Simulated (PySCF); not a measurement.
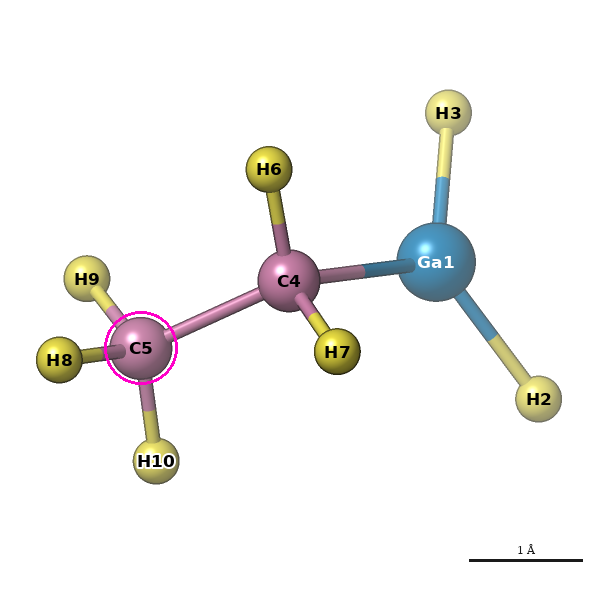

Orthographic view. Distant atoms are faded towards the background colour. The geometry was computed by an optimisation with PBE0-D3(BJ)/def2-SVP. No frequency run is at hand to confirm it as a minimum.

**Name the neighbours of the circled atom.**

The circled atom is C5; it is bonded to C4, H8, H9, H10.

**Of C5 and H8, which is nearer the viewer?**

H8; the bond to C5 points away from the viewer, so it looks shorter than its 1.10 Å.

**What is the shortest path along bonds from the circled atom to H3?**

C5–C4–Ga1–H3, 3 bonds; through space the two are 3.91 Å apart.
